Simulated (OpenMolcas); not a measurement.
**HfH2Cl2O2 (SMILES Cl[Hf](Cl)(O)O): the vertical ionisation energy, rung by rung**

HfH2Cl2O2: 7 atoms, total charge 0, spin state singlet. As SMILES, `Cl[Hf](Cl)(O)O`. The coordinates come from a PBE0-D4/def2-TZVP relaxation. This is one conformer, not always the lowest.

Each level gives the vertical ionisation energy (to the doublet cation) (eV). The values are calculated.

| level | kind | program | value (eV) | CPU time (all runs) |
| --- | --- | --- | --- | --- |
| HF/def2-SVP (core potential) | Hartree–Fock | OpenMolcas | 11.22 | 45 s |
| PBE/def2-SVP (core potential) | GGA | OpenMolcas | 10.29 | 3 min |
| M06-L/def2-SVP (core potential) | meta-GGA | OpenMolcas | 10.69 | 5 min |
| TPSS/def2-SVP (core potential) | meta-GGA | OpenMolcas | 10.42 | 3.2 min |
| B3LYP/def2-SVP (core potential) | global hybrid | OpenMolcas | 10.78 | 1.7 min |

Spin-orbit coupling, which can split open shells on such heavy atoms by tenths of an eV, is left out. The values span 10.29 to 11.22 eV. CPU times are rough (shared hosts, several kinds of processor and program).

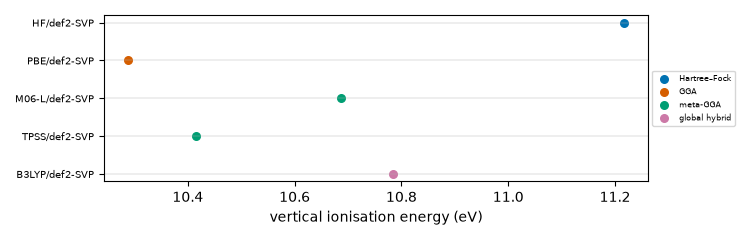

The values of the table, level by level.
